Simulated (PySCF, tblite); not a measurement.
# C₄H₁₀BN: geometry, infrared bands and NMR shifts

Wanted: the infrared bands and NMR shifts of C₄H₁₀BN (`BNC1CCC1`), by calculation.

Programs: tblite 0.8.0 and PySCF 2.14.0, with density-fitted response routines of our own. Each step states its level of theory. These are calculated values for one molecule in the gas phase, unless marked as measured. Atoms are numbered from 0 throughout.

**1. The molecule as given**

16 atoms, charge 0, multiplicity 1; geometry from: force field or distance geometry start.

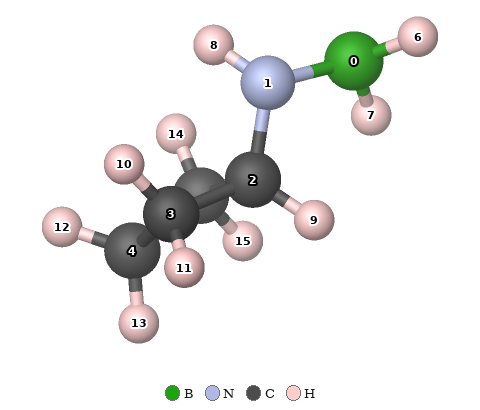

The starting geometry (boron green, nitrogen light blue, carbon dark grey, hydrogen pink), atoms numbered.

**2. Relaxing the molecule with GFN2-xTB**

The job: settings as JSON, then the geometry in Å.

```
{"job": {"kind": "relax", "xc": "GFN2-xTB", "basis": "xTB"}, "charge": 0, "multiplicity": 1}
B      2.475200    -0.503200     0.117100
N      1.323700     0.350100    -0.493100
C      0.261400     0.388000     0.495100
C     -0.961500     1.186500     0.076800
C     -1.817900    -0.069800     0.259700
C     -0.561400    -0.900900     0.322000
H      3.476600     0.100400     0.367200
H      2.132300    -1.260400     0.980100
H      1.020700    -0.052400    -1.398500
H      0.606300     0.533800     1.517900
H     -1.030100     1.512300    -0.967000
H     -1.254500     2.016900     0.747300
H     -2.427700    -0.275700    -0.644700
H     -2.413900    -0.094200     1.169500
H     -0.311900    -1.471900    -0.579200
H     -0.524900    -1.450700     1.285800
```

Run with:

```sh
$ OMP_NUM_THREADS=1 python probes_run.py task.json out
```

The driver reads the jobs from task.json and runs them one after another.

Standard output:

```text
step      E/eV     max force
  0    -483.33792    2.903
  1    -483.72011    1.894
  2    -483.93580    1.274
  3    -484.05122    1.082
  4    -484.17087    0.719
  5    -484.23063    0.679
  6    -484.28944    0.763
  7    -484.35489    0.787
  8    -484.43760    0.990
  9    -484.54016    1.051
 10    -484.67939    1.134
 11    -484.85205    1.257
 12    -485.01095    1.012
 13    -485.09858    0.824
 14    -485.12810    1.909
 15    -485.16057    1.108
 16    -485.21557    0.460
 17    -485.24061    0.275
 18    -485.27018    0.290
 19    -485.28003    0.249
 20    -485.29423    0.278
 21    -485.30627    0.357
 22    -485.31936    0.262
 23    -485.32790    0.231
 24    -485.33516    0.217
 25    -485.34206    0.190
 26    -485.34808    0.174
 27    -485.35297    0.181
 28    -485.35694    0.152
 29    -485.36014    0.137
 30    -485.36296    0.166
 31    -485.36532    0.130
 32    -485.36697    0.119
 33    -485.36815    0.082
 34    -485.36916    0.082
 35    -485.37006    0.064
 36    -485.37064    0.049
 37    -485.37094    0.038
 38    -485.37114    0.040
 39    -485.37139    0.042
 40    -485.37171    0.051
 41    -485.37210    0.046
 42    -485.37258    0.067
 43    -485.37324    0.086
 44    -485.37425    0.099
 45    -485.37571    0.126
 46    -485.37747    0.130
 47    -485.37915    0.092
 48    -485.38066    0.099
 49    -485.38253    0.108
 50    -485.38539    0.140
 51    -485.38924    0.176
 52    -485.39310    0.153
 53    -485.39673    0.212
 54    -485.38304    0.638
 55    -485.40183    0.193
 56    -485.40410    0.180
 57    -485.41104    0.177
 58    -485.41429    0.157
 59    -485.41694    0.137
 60    -485.41996    0.132
 61    -485.42243    0.098
 62    -485.42408    0.096
 63    -485.42550    0.125
 64    -485.42648    0.080
 65    -485.42713    0.095
 66    -485.42777    0.075
 67    -485.42853    0.064
 68    -485.42902    0.061
 69    -485.42935    0.050
 70    -485.42955    0.041
 71    -485.42974    0.025
 72    -485.42987    0.024
 73    -485.42996    0.024
 74    -485.43003    0.026
 75    -485.43011    0.018
 76    -485.43017    0.017
 77    -485.43020    0.015
 78    -485.43023    0.013
 79    -485.43025    0.011
 80    -485.43026    0.008
```

Run time: 0.4 s. Hardware: 1 thread of Arm Neoverse V1, shared host; peak memory 0.18 GiB.

Along the way: (not every step is listed)

```tsv
step	energy from step 0 (eV)	largest force (eV/Å)
0	0.0000	2.9030
1	-0.3822	1.8937
2	-0.5979	1.2736
3	-0.7133	1.0823
4	-0.8329	0.7189
5	-0.8927	0.6792
6	-0.9515	0.7625
7	-1.0170	0.7871
8	-1.0997	0.9904
14	-1.7902	1.9088
20	-1.9563	0.2784
26	-2.0102	0.1740
32	-2.0290	0.1185
38	-2.0332	0.0402
44	-2.0363	0.0986
50	-2.0475	0.1398
56	-2.0662	0.1796
62	-2.0862	0.0961
68	-2.0911	0.0615
74	-2.0921	0.0256
75	-2.0922	0.0184
76	-2.0922	0.0174
77	-2.0923	0.0150
78	-2.0923	0.0130
79	-2.0923	0.0109
80	-2.0923	0.0082
```

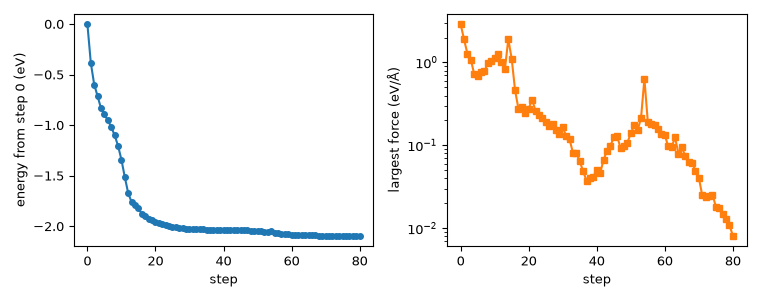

Energy and force, step by step.

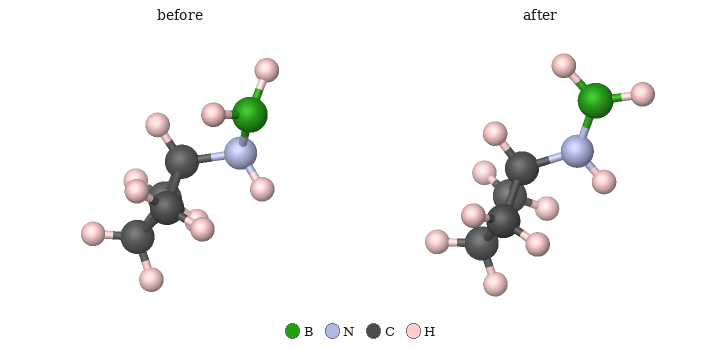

Before and after, at one scale.

Distances of close pairs at the start and the end, largest changes first:

```tsv
bond	before (Å)	after (Å)	change (Å)
B0–N1	1.558	1.378	-0.180
C4–C5	1.508	1.536	+0.028
C2–C3	1.519	1.546	+0.027
B0–H7	1.198	1.172	-0.027
N1–H8	1.036	1.011	-0.025
B0–H6	1.196	1.172	-0.024
C5–H15	1.110	1.087	-0.023
C4–H12	1.110	1.088	-0.022
```

The end geometry stands in the next job.

**3. Vibrational analysis with GFN2-xTB**

The job: settings as JSON, then the geometry in Å.

```
{"job": {"kind": "ir", "xc": "GFN2-xTB", "basis": "xTB"}, "charge": 0, "multiplicity": 1}
B      2.678749    -0.048410     0.235135
N      1.374917    -0.052553    -0.210491
C      0.173617     0.035101     0.567850
C     -0.860700     1.100741     0.138288
C     -1.960348     0.028223     0.159468
C     -0.889100    -1.060281     0.322960
H      3.541541    -0.142578    -0.551886
H      2.890132     0.047946     1.383557
H      1.171453    -0.135122    -1.197806
H      0.452945     0.121880     1.618250
H     -0.662682     1.492027    -0.858333
H     -0.991396     1.935019     0.823219
H     -2.568967    -0.040849    -0.739588
H     -2.617520     0.110393     1.022079
H     -0.701069    -1.617242    -0.593503
H     -1.039172    -1.765352     1.136872
```

Standard output:

```text
mode    cm-1     km/mol
  1      70.3      0.55
  2      78.5      3.81
  3     295.8      2.37
  4     300.4      3.82
  5     431.3      0.07
  6     496.6     10.64
  7     675.0      3.66
  8     766.4     95.93
  9     796.9      0.59
 10     812.3      0.01
 11     858.3     95.87
 12     873.9      7.18
 13     939.5     10.43
 14     981.2      1.55
 15    1027.6      3.10
 16    1037.7      0.01
 17    1059.5      5.27
 18    1102.0      2.59
 19    1128.6     33.81
 20    1182.1      7.08
 21    1185.7      0.09
 22    1193.5     17.00
 23    1227.6      1.01
 24    1241.2      0.04
 25    1243.9      1.18
 26    1259.4      0.04
 27    1287.8      5.84
 28    1330.0     20.40
 29    1471.9     10.49
 30    1472.4      1.30
 31    1479.5    185.14
 32    1493.8      0.80
 33    2609.9    165.58
 34    2638.0    205.21
 35    2980.5     13.15
 36    2998.1     12.36
 37    3004.0      3.30
 38    3016.8     21.34
 39    3018.7     71.55
 40    3020.0     78.15
 41    3028.1     80.90
 42    3413.2      6.55
```

It took 0.37 s on 1 thread of Arm Neoverse V1, shared host; peak memory 0.18 GiB.

The strongest bands and the atoms that carry them (share of the mass-weighted mode):

```tsv
cm⁻¹	km/mol	atoms
766	95.9	H8 68 %, H6 14 %, N1 10 %
858	95.9	H7 42 %, H6 31 %, B0 24 %
1480	185.1	N1 44 %, B0 24 %, H8 14 %
2610	165.6	H6 49 %, H7 47 %
2638	205.2	H7 45 %, H6 44 %, B0 11 %
3019	71.5	H12 56 %, H13 12 %, H11 11 %
3020	78.2	H15 46 %, H11 35 %
3028	80.9	H13 55 %, H15 18 %, H11 16 %
```

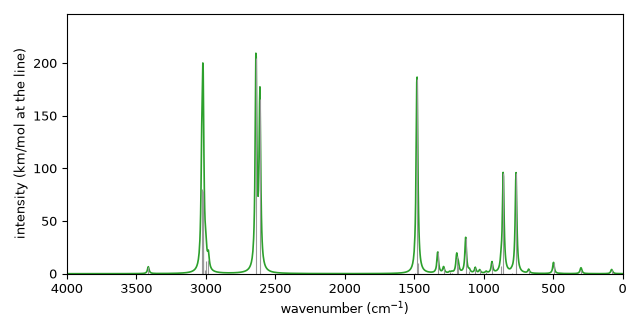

The infrared spectrum from these modes, unscaled. Lines are broadened to a width of 14 cm⁻¹ (Lorentzian).

**4. Shielding tensors: PBE0/pcSseg-1**

The job, as its differences from that of step 3:

```diff
@@ -1,2 +1,2 @@
-{"job": {"kind": "ir", "xc": "GFN2-xTB", "basis": "xTB"}, "charge": 0, "multiplicity": 1}
+{"job": {"kind": "nmr", "xc": "PBE0", "basis": "pcSseg-1"}, "charge": 0, "multiplicity": 1}
 B      2.678749    -0.048410     0.235135
```

Method: GIAO PBE0/pcSseg-1 NMR shielding, non-relativistic, gas phase.

Standard output:

```text
coarse grid: 12696 points
cycle   1  E = -237.6476339674  dE =  6.479e-01  |g| = 3.777e-01  |ddm| = 3.433e+00
cycle   2  E = -237.6505878119  dE = -2.954e-03  |g| = 3.872e-01  |ddm| = 6.692e-01
cycle   3  E = -237.6870053844  dE = -3.642e-02  |g| = 6.034e-02  |ddm| = 3.349e-01
cycle   4  E = -237.6877703957  dE = -7.650e-04  |g| = 2.334e-02  |ddm| = 6.429e-02
cycle   5  E = -237.6878872500  dE = -1.169e-04  |g| = 7.882e-03  |ddm| = 2.007e-02
cycle   6  E = -237.6879003900  dE = -1.314e-05  |g| = 1.566e-03  |ddm| = 6.845e-03
cycle   7  E = -237.6879009847  dE = -5.947e-07  |g| = 3.052e-04  |ddm| = 1.497e-03
final grid: 120752 points
cycle   8  E = -237.7228685190  dE = -4.136e-05  |g| = 8.147e-03  |ddm| = 3.410e-02
cycle   9  E = -237.7228596499  dE =  8.869e-06  |g| = 1.030e-02  |ddm| = 1.546e-02
cycle  10  E = -237.7228854693  dE = -2.582e-05  |g| = 1.123e-03  |ddm| = 8.606e-03
cycle  11  E = -237.7228857734  dE = -3.041e-07  |g| = 2.938e-04  |ddm| = 9.901e-04
cycle  12  E = -237.7228857902  dE = -1.671e-08  |g| = 8.747e-05  |ddm| = 2.483e-04
cycle  13  E = -237.7228857920  dE = -1.830e-09  |g| = 1.471e-05  |ddm| = 8.429e-05
cycle  14  E = -237.7228857920  dE = -4.241e-11  |g| = 4.179e-06  |ddm| = 1.340e-05
converged SCF energy = -237.7228857920

GIAO shielding tensors (ppm)
atom      isotropic    diamagn.    paramagn.     s11        s22        s33       span
  0 B       66.129     196.319    -130.190     33.299     46.273    118.814     85.515
  1 N       89.033     319.457    -230.424    -39.423    131.282    175.239    214.662
  2 C      129.697     245.924    -116.227    110.038    124.188    154.864     44.826
  3 C      152.572     248.756     -96.184    131.773    145.340    180.603     48.830
  4 C      173.732     250.979     -77.247    163.366    173.693    184.136     20.769
  5 C      152.297     248.905     -96.607    131.269    145.042    180.581     49.313
  6 H       27.306      29.900      -2.593     25.410     27.079     29.429      4.019
  7 H       27.178      31.140      -3.961     24.547     27.273     29.716      5.169
  8 H       26.751      32.903      -6.152     22.289     28.339     29.625      7.336
  9 H       27.843      32.373      -4.530     24.716     28.198     30.616      5.900
 10 H       29.843      31.052      -1.209     27.243     28.523     33.763      6.520
 11 H       29.102      30.346      -1.244     26.128     26.670     34.508      8.380
 12 H       29.962      29.579       0.383     26.212     27.146     36.528     10.316
 13 H       30.000      29.827       0.174     27.019     27.127     35.855      8.836
 14 H       29.860      31.090      -1.231     27.266     28.572     33.741      6.475
 15 H       29.101      30.356      -1.255     26.139     26.680     34.486      8.347
```

Run time: 23 s. Hardware: 1 thread of Arm Neoverse V1, shared host; peak memory 0.72 GiB.

The references, computed at this level on geometries of the same kind, shield at (ppm): 1H TMS 31.72, 13C TMS 186.9, 15N NH3 267.7, 11B BF3·OEt2 100.1. Their shielding less the atom's gives the shift. The references are single molecules in the gas phase, so shifts against H2O, NH3, PH3, H3PO4 or CFCl3 are not on the usual liquid scales and can be off by tens of ppm. Atoms listed in one row are averaged.

```tsv
atoms	environment	σ (ppm)	δ (ppm)	δ scaled to CDCl3
C2	sp3 CH bonded to N	129.7	57.2	53.9
C3, C5	sp3 CH2 in a ring	152.4	34.5	31.7
C4	sp3 CH2 in a ring	173.7	13.2	11.0
H8	hydrogen on a nitrogen bonded to C, B	26.75	4.97	–
H6, H7	hydrogen on a boron bonded to N	27.24	4.47	–
H9	hydrogen on an sp3 CH bonded to N	27.84	3.87	3.76
H11, H15	hydrogen on an sp3 CH2 in a ring	29.10	2.62	2.57
H10, H14	hydrogen on an sp3 CH2 in a ring	29.85	1.87	1.86
H12	hydrogen on an sp3 CH2 in a ring	29.96	1.76	1.76
H13	hydrogen on an sp3 CH2 in a ring	30.00	1.72	1.72
B0	boron bonded to N, 2 H	66.1	33.9	–
N1	nitrogen bonded to C, B, H	89.0	178.7	–
```

The scaled column applies a straight-line fit of computed shieldings to shifts measured in CDCl3 (root-mean-square error 0.16 ppm for H, 1.9 ppm for C).

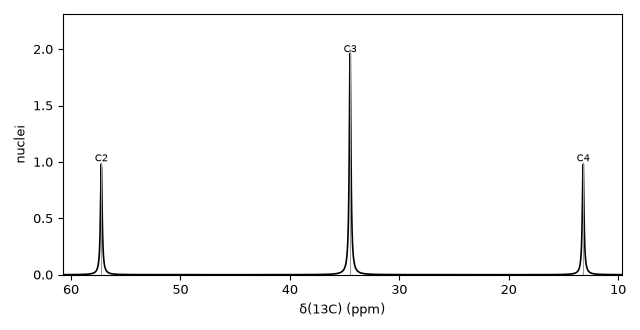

13C lines at the computed shifts, without couplings. Lines are broadened to a width of 0.18 ppm (Lorentzian).

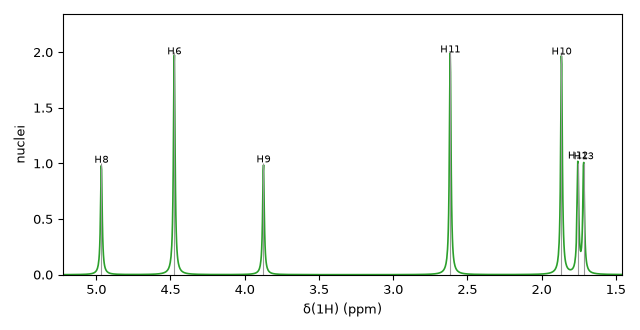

1H lines at the computed shifts, without couplings. Lines are broadened to a width of 0.01 ppm (Lorentzian).

The run also stored atomic charges by several schemes (e):

```tsv
atoms	Mulliken	IAO	Hirshfeld	ESP fit
B0	0.12	-0.05	0.08	0.23
N1	-0.43	-0.34	-0.15	-0.75
C2	-0.13	0.00	0.03	0.54
C3, C5	-0.13	-0.28	-0.08	-0.24
C4	-0.25	-0.27	-0.07	-0.07
```

Mulliken charges:

B0 0.12; N1 -0.43; C2 -0.13; C3 -0.13; C4 -0.25; C5 -0.13; H6 -0.03; H7 -0.05; H8 0.19; H9 0.12; H10 0.11; H11 0.13; H12 0.12; H13 0.12; H14 0.11; H15 0.13

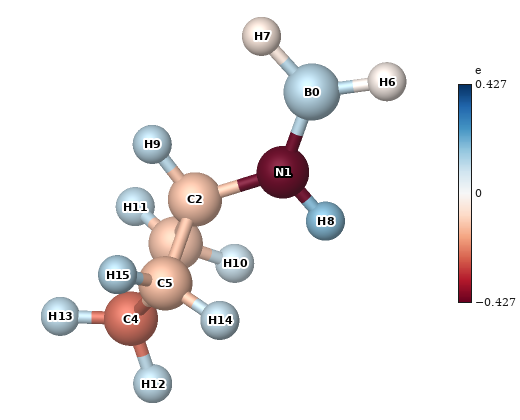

Mulliken charges, as colours on the atoms.

Mayer bond orders: B0–N1 1.40, N1–C2 0.92, C2–C3 1.00, C3–C4 1.05, C4–C5 1.05, C5–C2 1.00.

Ring of atoms C2, C3, C4, C5: NICS(0) -0.1, NICS(1) -0.5, NICS(1)zz 3.1 ppm (means of both faces).

The fields below are evaluated on a grid from the run's orbitals.

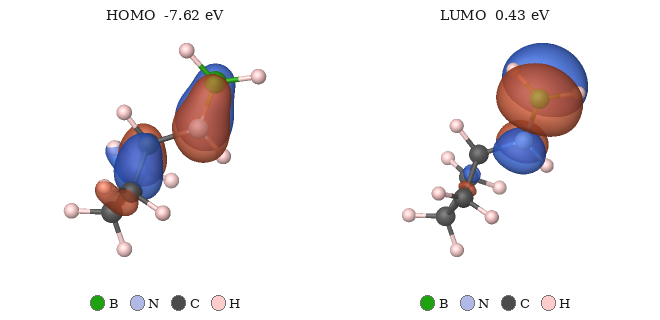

Frontier orbitals at PBE0/pcSseg-1; each surface holds 70 % of the orbital's density, blue and red mark the sign.

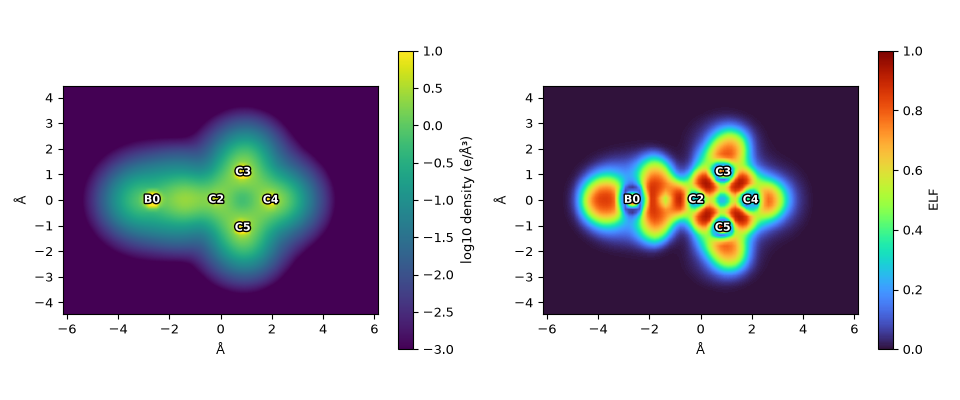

Density (left) and ELF (right) in a plane through or near 5 of the atoms.

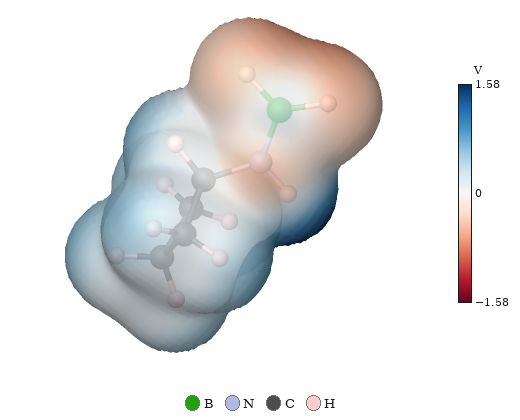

Electrostatic potential on the surface of density 0.002 e/bohr³; red is low, blue high. It runs from -0.66 to 1.58 V.

**5. Outcome**

| quantity | value |
| --- | --- |
| strongest single infrared mode (GFN2-xTB) | 2638 cm⁻¹, 205 km/mol |
| zero-point energy (GFN2-xTB) | 86.5 kcal/mol |
| 13C shifts against TMS (PBE0/pcSseg-1, means over atoms taken as alike) | 57.2, 34.5, 13.2 ppm |
| 1H shifts against TMS (PBE0/pcSseg-1, means over atoms taken as alike) | 4.97, 4.47, 3.87, 2.62, 1.87, 1.76, 1.72 ppm |
| 11B shifts against BF3·OEt2 (PBE0/pcSseg-1) | 33.9 ppm |
| 15N shifts against NH3 (PBE0/pcSseg-1) | 178.7 ppm |
| surface potential, least and greatest | -0.66 V and 1.58 V |

In words: The optimisation took 80 steps and gained 2.092 eV; among the close pairs (by a distance rule), B0–N1 changed most, from 1.558 to 1.378 Å. No mode is imaginary among the 42: a minimum at this level. The strongest single mode, at 2638 cm⁻¹, moves mainly H7 and H6. Unscaled tight-binding wavenumbers are off by several per cent, some by more. Its intensities can rank the bands wrongly. The most deshielded carbon is C2 (sp3 CH bonded to N), at 57.2 ppm: pulled downfield by the heteroatom. At PBE0/pcSseg-1: The largest span, 215 ppm, is at N1, where the paramagnetic term is -230 ppm.
